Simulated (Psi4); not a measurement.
# A workflow on SiNH2F (SMILES N[Si]F)

We compute a geometry optimisation (singlet SiNH2F, CAM-B3LYP/pcseg-1), then the energy (doublet SiNH2F+, UCAM-B3LYP/pcseg-1), then a structure relaxation (doublet SiNH2F+, UCAM-B3LYP/pcseg-1), then a single-point energy (singlet SiNH2F, CAM-B3LYP/pcseg-1) of FH2NSi. 

The results are computed with Psi4 1.11.

**1. The system as given**

SiNH2F: 5 atoms, total charge 0, spin state singlet. SMILES: `N[Si]F`. All atoms were displaced at random from a relaxed shape. The run starts from this shape.

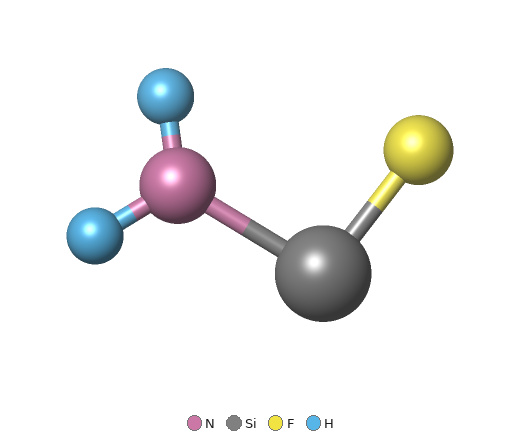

The structure, seen from a chosen angle (nitrogen pink, silicon grey, fluorine yellow, hydrogen blue).

**2. A structure relaxation at CAM-B3LYP/pcseg-1 (density fitting) (run 1)**

File job.inp:

```
memory 1600 mb

molecule geom {
  N     -0.417400     0.313337    -0.284294
  Si     0.154744    -1.173235     0.532367
  F      1.544280    -0.528873     1.142605
  H      0.022878     1.151932    -0.363259
  H     -1.312605     0.264218    -0.780301
  symmetry c1
}

set {
  basis pcseg-1
}

opt('cam-b3lyp')
```

Started as:

```sh
$ psi4 -i job.inp -o job.out -n 1
```

job.out:

```text
Psi4 1.11 release

gradient() will perform analytic gradient computation.

   => Loading Basis Set <=

    Name: PCSEG-1
    Role: ORBITAL
    Keyword: BASIS

         ---------------------------------------------------------
                                   SCF
                              RKS Reference
                        1 Threads,   1525 MiB Core
         ---------------------------------------------------------

  ==> Geometry <==

    Molecular point group: c1
    Full point group: C1

    Geometry (in Angstrom), charge = 0, multiplicity = 1:

       Center              X                  Y                   Z               Mass
    ------------   -----------------  -----------------  -----------------  -----------------
         N           -0.838446300805     0.901588383179    -0.783835824949    14.003074004430
         SI          -0.266302300805    -0.584983616821     0.032825175051    27.976926534650
         F            1.123233699195     0.059378383179     0.643063175051    18.998403162730
         H           -0.398168300805     1.740183383179    -0.862800824949     1.007825032230
         H           -1.733651300805     0.852469383179    -1.279842824949     1.007825032230

  Running in c1 symmetry.

  Rotational constants: A =      0.76983  B =      0.27731  C =      0.20388 [cm^-1]
  Rotational constants: A =  23078.92312  B =   8313.48255  C =   6112.30711 [MHz]
  Nuclear repulsion =   99.332757290222261

  Charge       = 0
  Multiplicity = 1
  Electrons    = 32
  Nalpha       = 16
  Nbeta        = 16

  ==> Algorithm <==

  SCF Algorithm Type is DF.
  DIIS enabled.
  MOM disabled.
  Fractional occupation disabled.
  Guess Type is SAD.
  Energy threshold   = 1.00e-08
  Density threshold  = 1.00e-08
  Integral threshold = 1.00e-12

  ==> Primary Basis <==

  Basis Set: PCSEG-1
    Blend: PCSEG-1
    Number of shells: 26
    Number of basis functions: 56
    Number of Cartesian functions: 59
    Spherical Harmonics?: true
    Max angular momentum: 2

  ==> DFT Potential <==

   => LibXC <=

    Version 7.1.2

   => Composite Functional: CAM-B3LYP <=

    CAM-B3LYP Hyb-GGA Exchange-Correlation Functional

    Deriv               =              1
    GGA                 =           TRUE
    Meta                =          FALSE

    Exchange Hybrid     =           TRUE
    MP2 Hybrid          =          FALSE

   => Exchange Functionals <=

    0.3500         Becke 88 [omega = 0.3300]
    0.4600   Short-range recipe for B88 functional - erf [omega = 0.3300]

   => Exact (HF) Exchange <=

    0.4600            HF,LR [omega = 0.3300]
    0.1900               HF

   => Correlation Functionals <=

    0.1900   Vosko, Wilk & Nusair (VWN5)
    0.8100   Lee, Yang & Parr

   => LibXC Density Thresholds  <==

    XC_HYB_GGA_XC_CAM_B3LYP:  1.00E-14

   => Molecular Quadrature <=

    Radial Scheme          =       TREUTLER
    Pruning Scheme         =           NONE
    Nuclear Scheme         =       TREUTLER

    Blocking Scheme        =         OCTREE
    BS radius alpha        =              1
    Pruning alpha          =              1
    Radial Points          =             75
    Spherical Points       =            302
    Total Points           =         109323
    Total Blocks           =            876
    Max Points             =            256
    Max Functions          =             56
    Weights Tolerance      =       1.00E-15

   => Loading Basis Set <=

    Name: (PCSEG-1 AUX)
    Role: JKFIT
    Keyword: DF_BASIS_SCF

  ==> Integral Setup <==

  DFHelper Memory: AOs need 0.024 GiB; user supplied 0.967 GiB.
  SCF_SUBTYPE=INCORE selected. In-core MEM_DF algorithm will be used.
  Using in-core AOs.

  ==> MemDFJK: Density-Fitted J/K Matrices <==

    J tasked:                   Yes
    K tasked:                   Yes
    wK tasked:                  Yes
    Omega:                3.300E-01
    Memory [MiB]:               990
    Algorithm:                 Core
    Schwarz Cutoff:           1E-12
    Mask sparsity (%):       0.3827
    Fitting Condition:        1E-10

   => Auxiliary Basis Set <=

  Basis Set: (PCSEG-1 AUX)
    Blend: DEF2-UNIVERSAL-JKFIT
    Number of shells: 100
    Number of basis functions: 318
    Number of Cartesian functions: 381
    Spherical Harmonics?: true
    Max angular momentum: 4

  Cached 100.0% of DFT collocation blocks in 0.150 [GiB].

  Minimum eigenvalue in the overlap matrix is 4.0767946895E-02.
  Reciprocal condition number of the overlap matrix is 9.0454074099E-03.
    Using symmetric orthogonalization.

  ==> Pre-Iterations <==

  SCF Guess: Superposition of Atomic Densities via on-the-fly atomic UHF (no occupation information).

   -------------------------
    Irrep   Nso     Nmo
   -------------------------
     A         56      56
   -------------------------
    Total      56      56
   -------------------------

  ==> Iterations <==

                           Total Energy        Delta E     RMS |[F,P]|

   @DF-RKS iter SAD:  -444.50728297433443   -4.44507e+02   0.00000e+00
[... 4 lines left out ...]
   @DF-RKS iter   5:  -445.26238205512863   -7.54069e-04   1.84414e-04 ADIIS/DIIS
[... 4 lines left out ...]
   @DF-RKS iter  10:  -445.26242493099784   -2.35218e-10   3.20458e-08 DIIS
[... 39 lines left out ...]
    Nuclear Repulsion Energy =             99.3327572902222613
[... 4 lines left out ...]
    VV10 Nonlocal Energy =                  0.0000000000000000
[... 92 lines left out ...]
    Weights Tolerance      =       1.00E-15
[... 137 lines left out ...]
    Weights Tolerance      =       1.00E-15
[... 56 lines left out ...]
   @DF-RKS iter   3:  -445.26970990389844   -3.44673e-05   8.71654e-05 DIIS
[... 4 lines left out ...]
   @DF-RKS iter   8:  -445.26971819046105   -4.75154e-10   6.59987e-08 DIIS
[... 15 lines left out ...]
  @DF-RKS Final Energy:  -445.26971819048293
[... 7 lines left out ...]
    Empirical Dispersion Energy =           0.0000000000000000
[... 18 lines left out ...]
 Dipole Z            :          2.0019664           -2.5662616           -0.5642952
[... 99 lines left out ...]
	  Convergence Criteria     1.00e-06 *    3.00e-04 *             o    1.20e-03 *             o
[... 99 lines left out ...]
   @DF-RKS iter   2:  -445.26989020315096   -7.41256e-06   1.13363e-04 ADIIS/DIIS
[... 4 lines left out ...]
   @DF-RKS iter   7:  -445.26990690247339   -7.17534e-10   1.07413e-07 DIIS
[... 15 lines left out ...]
  @DF-RKS Final Energy:  -445.26990690252256
[... 7 lines left out ...]
    Empirical Dispersion Energy =           0.0000000000000000
[... 18 lines left out ...]
 Dipole Z            :          1.9813917           -2.5540014           -0.5726097
[... 99 lines left out ...]
	  Convergence Criteria     1.00e-06 *    3.00e-04 *             o    1.20e-03 *             o
[... 93 lines left out ...]
   @DF-RKS iter   2:  -445.26986053948974   -5.72727e-05   6.05831e-05 DIIS
[... 4 lines left out ...]
   @DF-RKS iter   7:  -445.26986787480212   -3.11428e-09   2.27210e-07 DIIS
[... 15 lines left out ...]
  @DF-RKS Final Energy:  -445.26986787500238
[... 7 lines left out ...]
    Empirical Dispersion Energy =           0.0000000000000000
[... 18 lines left out ...]
 Dipole Z            :          1.9602207           -2.5466071           -0.5863864
[... 99 lines left out ...]
	  Convergence Criteria     1.00e-06 *    3.00e-04 *             o    1.20e-03 *             o
[... 93 lines left out ...]
   @DF-RKS iter   2:  -445.26997933428015   -2.09677e-05   4.71081e-05 DIIS
[... 4 lines left out ...]
   @DF-RKS iter   7:  -445.26998347935972   -1.37766e-09   1.31682e-07 DIIS
[... 15 lines left out ...]
  @DF-RKS Final Energy:  -445.26998347943760
[... 7 lines left out ...]
    Empirical Dispersion Energy =           0.0000000000000000
[... 18 lines left out ...]
 Dipole Z            :          1.9709269           -2.5507260           -0.5797990
[... 99 lines left out ...]
	  Convergence Criteria     1.00e-06 *    3.00e-04 *             o    1.20e-03 *             o
[... 93 lines left out ...]
   @DF-RKS iter   2:  -445.26999046706709   -3.46931e-06   2.21191e-05 DIIS
[... 4 lines left out ...]
   @DF-RKS iter   7:  -445.26999129388321   -1.74794e-10   4.21742e-08 DIIS
[... 18 lines left out ...]
    Nuclear Repulsion Energy =            100.7841024885189682
[... 4 lines left out ...]
    VV10 Nonlocal Energy =                  0.0000000000000000
[... 60 lines left out ...]
    Weights Tolerance      =       1.00E-15
[... 126 lines left out ...]
    Weights Tolerance      =       1.00E-15
[... 24 lines left out ...]
   @DF-RKS iter   3:  -445.26999427192345   -3.61283e-07   8.91122e-06 DIIS
[... 4 lines left out ...]
   @DF-RKS iter   8:  -445.26999442426552   -1.15392e-11   8.83340e-09 DIIS
[... 18 lines left out ...]
    One-Electron Energy =                -816.9350959280443476
[... 4 lines left out ...]
    Total Energy =                       -445.2699944242655192
[... 107 lines left out ...]
	                                 ==> Convergence Check <==
[... 98 lines left out ...]
                           Total Energy        Delta E     RMS |[F,P]|
[... 5 lines left out ...]
   @DF-RKS iter   4:  -445.26999766021959   -1.01294e-08   1.69095e-06 DIIS
[... 4 lines left out ...]
  Energy and wave function converged.
[... 27 lines left out ...]
    Final Occupation by Irrep:
              A
    DOCC [    16 ]
    NA   [    16 ]
    NB   [    16 ]

  @DF-RKS Final Energy:  -445.26999766391395

   => Energetics <=

    Nuclear Repulsion Energy =            100.7911948218221880
    One-Electron Energy =                -816.9154398373420918
    Two-Electron Energy =                 300.1448645718501211
    DFT Exchange-Correlation Energy =     -29.2906172202441226
    Empirical Dispersion Energy =           0.0000000000000000
    VV10 Nonlocal Energy =                  0.0000000000000000
    Total Energy =                       -445.2699976639139550

Computation Completed

Properties will be evaluated at   0.000000,   0.000000,   0.000000 [a0]

Properties computed using the SCF density matrix

 Multipole Moments:

 ------------------------------------------------------------------------------------
     Multipole            Electronic (a.u.)      Nuclear  (a.u.)        Total (a.u.)
 ------------------------------------------------------------------------------------

 L = 1.  Multiply by 2.5417464519 to convert [e a0] to [Debye]
 Dipole X            :          2.3039838           -3.0022552           -0.6982714
 Dipole Y            :         -1.8282518            2.3157912            0.4875394
 Dipole Z            :          1.9680108           -2.5413538           -0.5733430
 Magnitude           :                                                    1.0266449

 ------------------------------------------------------------------------------------

	total time  =          1 seconds =       0.02 minutes

         ------------------------------------------------------------
                                   SCF GRAD
         ------------------------------------------------------------

  ==> Geometry <==

    Molecular point group: c1
    Full point group: C1

    Geometry (in Angstrom), charge = 0, multiplicity = 1:

       Center              X                  Y                   Z               Mass
    ------------   -----------------  -----------------  -----------------  -----------------
         N           -0.837872155298     0.829557878049    -0.773888000917    14.003074004430
         SI          -0.274589627051    -0.563588779495     0.042059810349    27.976926534650
         F            1.131225382224     0.082235109711     0.619390548583    18.998403162730
         H           -0.345316536720     1.719274586056    -0.806862085263     1.007825032230
         H           -1.715077076183     0.849411119502    -1.284100696968     1.007825032230

  Nuclear repulsion =  100.791194821822188

   => Molecular Quadrature <=

    Radial Scheme          =       TREUTLER
    Pruning Scheme         =           NONE
    Nuclear Scheme         =       TREUTLER

    Blocking Scheme        =         OCTREE
    BS radius alpha        =              1
    Pruning alpha          =              1
    Radial Points          =             75
    Spherical Points       =            302
    Total Points           =         109330
    Total Blocks           =            870
    Max Points             =            256
    Max Functions          =             56
    Weights Tolerance      =       1.00E-15

  -Total Gradient:
     Atom            X                  Y                   Z
    ------   -----------------  -----------------  -----------------
       1       -0.000015727917    -0.000033941091     0.000020178739
       2       -0.000096572238    -0.000028861102    -0.000050814887
       3       -0.000053376336    -0.000059802701    -0.000008135853
       4       -0.000038989971     0.000040454745    -0.000044382606
       5       -0.000032818576     0.000102912097    -0.000060228282

	total time  =          1 seconds =       0.02 minutes

    			-----------------------------------------

    			 OPTKING 3.0: for geometry optimizations

    			        with contributions from

    			-----------------------------------------

	                            ===> Fragment 1 <==

	 Z (Atomic Numbers)          Masses                          Geom
	       7.000000            14.003074         -1.58334890  1.56763719 -1.46243637
	      14.000000            27.976927         -0.51889919 -1.06502844  0.07948152
	       9.000000            18.998403          2.13770616  0.15540184  1.17047850
	       1.000000             1.007825         -0.65255368  3.24895810 -1.52474836
	       1.000000             1.007825         -3.24102596  1.60515438 -2.42659863

	 - Coordinate -           - BOHR/RAD -       - ANG/DEG -
	 R(1,2)           =         3.231330           1.709946
	 R(1,4)           =         1.922785           1.017494
	 R(1,5)           =         1.918048           1.014987
[... 6 lines of this table left out ...]
	 D(3,2,1,5)       =        -3.141907        -180.018012

	        --- Internal Coordinate Step in ANG or DEG, aJ/ANG or AJ/DEG ---
	-------------------------------------------------------------------------------
	           Coordinate      Previous         Force          Change          New
	           ----------      --------        ------          ------        ------
	               R(1,2)       1.70995       -0.00019       -0.00003       1.70992
	               R(1,4)       1.01749       -0.00012        0.00000       1.01750
	               R(1,5)       1.01499       -0.00012       -0.00003       1.01496
[... 6 lines of this table left out ...]
	           D(3,2,1,5)    -180.01801        0.00000        0.01496    -180.00305
	-------------------------------------------------------------------------------

	                                 ==> Convergence Check <==

	Measures of convergence in internal coordinates in au.

	Criteria marked as inactive (o), active & met (*), and active & unmet ( ).

	----------------------------------------------------------------------------------------------
	   Step    Total Energy     Delta E     Max Force     RMS Force      Max Disp      RMS Disp
	----------------------------------------------------------------------------------------------
	  Convergence Criteria     1.00e-06 *    3.00e-04 *             o    1.20e-03 *             o
	----------------------------------------------------------------------------------------------
	     8    -445.26999766   -3.24e-06      6.51e-05 *    2.97e-05 o    5.45e-04 *    2.79e-04 o  ~
	----------------------------------------------------------------------------------------------

Next Geometry in Ang
	Fragment 1 (Ang)

	    N  -0.8378624532   0.8295092423  -0.7740438549
	   Si  -0.2746643591  -0.5635513409   0.0420541414
	    F   1.1310895698   0.0824723567   0.6192231075
	    H  -0.3450437381   1.7190996288  -0.8065708040
	    H  -1.7151490324   0.8493600269  -1.2840630142

    Final optimized geometry and variables:
    Molecular point group: c1
    Full point group: C1

    Geometry (in Angstrom), charge = 0, multiplicity = 1:

    N           -0.837872155298     0.829557878049    -0.773888000917
    SI          -0.274589627051    -0.563588779495     0.042059810349
    F            1.131225382224     0.082235109711     0.619390548583
    H           -0.345316536720     1.719274586056    -0.806862085263
    H           -1.715077076183     0.849411119502    -1.284100696968

    Psi4 run time: 0:00:18.33

[set-up sections that repeat, and orbital energies of the middle runs, are left out above]
```

Standard output:

```text
Optimizer: Optimization complete!
```

Run time: 19 s. Hardware: 1 thread of Intel Xeon 6975P-C (Granite Rapids), shared host; peak memory 0.43 GiB.

Step by step:

| step | energy from the first frame kept (eV) | largest force (eV/Å) |
| --- | --- | --- |
| 0 | 0.0000 | 5.3557 |
| 1 | -0.1985 | 0.6187 |
| 2 | -0.2036 | 0.0978 |
| 3 | -0.2025 | 0.1700 |
| 4 | -0.2057 | 0.0792 |
| 5 | -0.2059 | 0.0385 |
| 6 | -0.2060 | 0.0244 |
| 7 | -0.2061 | 0.0064 |

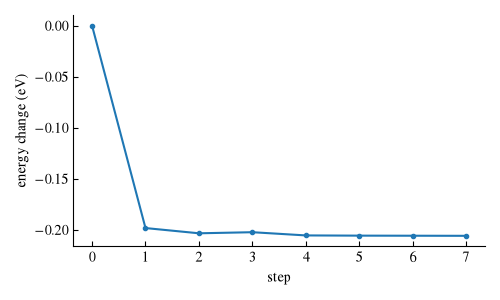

Energy along the run.

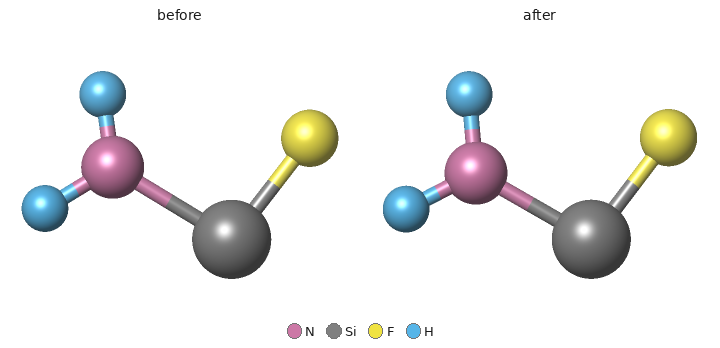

Before and after, at one scale.

After the run. Bond lengths: N1–Si2 1.710 Å, Si2–F3 1.651 Å, N1–H4 1.017 Å, N1–H5 1.015 Å. Angles: N1–Si2–F3 97.4°, Si2–N1–H4 124.6°, Si2–N1–H5 122.7°, H4–N1–H5 112.6°.

**3. The doublet cation: a single-point energy at UCAM-B3LYP/pcseg-1 (density fitting) (run 2)**

File job.dat:

```
memory 1600 mb

molecule system {
  1 2
  N     -0.78768698     0.45600225    -0.51843880
  Si     0.27676362    -2.17666214     1.02347945
  F      2.93336895    -0.95623165     2.11447503
  H      0.14310896     2.13732371    -0.58075063
  H     -2.44536419     0.49352087    -1.48260164
  units bohr
  symmetry c1
}

set basis pcseg-1
set reference uks

e, wfn = energy('cam-b3lyp', return_wfn=True)
```

Started as:

```sh
$ psi4 -i job.dat -o job.out -n 1
```

job.out, cut to the lines that bear on the results:

```text
[...]
  Running in c1 symmetry.
[...]
  Nuclear repulsion =  100.791203765513444
[...]
  Multiplicity = 2
[...]
  Nalpha       = 16
  Nbeta        = 15
[...]
    Number of basis functions: 56
[...]
   @DF-UKS iter   1:  -444.66182467387500   -1.00558e-01   1.32180e-02 ADIIS/DIIS
[...]
   @DF-UKS iter  10:  -444.90641739911791   -1.68054e-08   5.08051e-07 DIIS
[...]
   @S^2 Observed:                7.540435193E-01
[...]
  @DF-UKS Final Energy:  -444.90641739911791
   => Energetics <=
    Nuclear Repulsion Energy =            100.7912037655134441
    One-Electron Energy =                -807.6228117991385034
    Two-Electron Energy =                 291.0083414169670846
    DFT Exchange-Correlation Energy =     -29.0831507824599029
    Empirical Dispersion Energy =           0.0000000000000000
    VV10 Nonlocal Energy =                  0.0000000000000000
    Total Energy =                       -444.9064173991179132
[...]
```

It took 3.9 s on 1 thread of Intel Xeon 6975P-C (Granite Rapids), shared host; peak memory 0.38 GiB.

(Part 1 of 2 ends here.)
